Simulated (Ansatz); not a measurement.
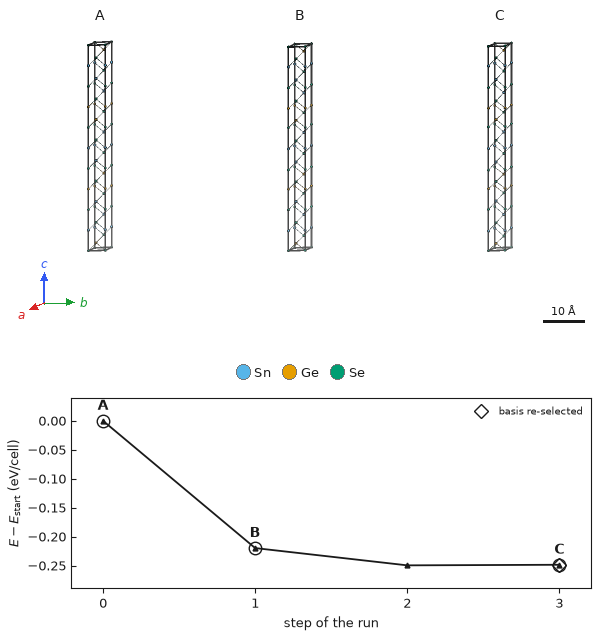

Frames of a relaxation of a crystal of Sn$_{3}$Ge$_{2}$Se$_{5}$ (a generated structure, set up in R-3m) (coarse preliminary run), marked on the history of the run. A ball-and-stick model of the conventional cell (3 times the calculation's cell), seen slightly off an axis. Lengths and directions refer to the drawn axes.

The calculation used DFT PBE, scalar-relativistic, plane waves, PAW (Ansatz). Set-up: plane-wave cutoff 420 eV; k-point mesh 6 × 6 × 6; occupations gaussian; smearing width 0.1 eV; no spin polarisation; cell and atoms relaxed; force threshold 0.04 eV/Å; at most 70 steps.

Question: What happens along the run?

Answer: Over 2 accepted moves (3 points after the start) the energy falls by 0.248 eV per cell of the calculation. The largest force component goes from 0.56 to 0.039 eV/Å. Pressure: −1.02 GPa at the start and 0.07 GPa at the end. The SCF was repeated once at an unchanged geometry on a basis and grid sized afresh for the cell, which shifted the energy by 1.0 meV per cell of the calculation at most. The largest moves relative to the cell, 0.29 Å, are those of Se atoms. Largest moves by element: Se 0.29 Å, Sn 0.20 Å, Ge 0.15 Å. Cell: a = b 4.211 → 4.160 Å (−1.2 %), c 51.578 → 51.273 Å (−0.6 %). Volume −3.0 %. Near-neighbour distances that change, for instance: Ge–Se 2.978 → 2.864 Å, Se–Sn 2.978 → 3.009 Å. Among the angles between lasting bonds that change: Sn–Se–Ge 180.0° → 176.3°, Ge–Se–Ge 90.0° → 86.9°, Se–Ge–Se 90.0° → 87.0°. The space group stays R-3m (No. 166). Cost: 59 s on 4 threads of Arm Neoverse V1 (shared host), peak memory 1.2 GiB. From step 0 to 1: Se atoms move most (0.19 Å), volume −2.4 %, energy −0.220 eV per cell of the calculation. From step 1 to 3: Se atoms move most (0.10 Å), volume −0.6 %, energy −28.8 meV per cell of the calculation.

```tsv
step	E − E(0), meV/atom	largest force component, eV/Å	pressure, GPa	volume, Å³/atom	note
0	0.00	0.5581	-1.02	26.407	
1	-21.96	0.1441	-0.16	25.777	
2	-24.95	0.0386	0.07	25.610	
3	-24.85	0.0386	0.07	25.610	same geometry, new basis
```
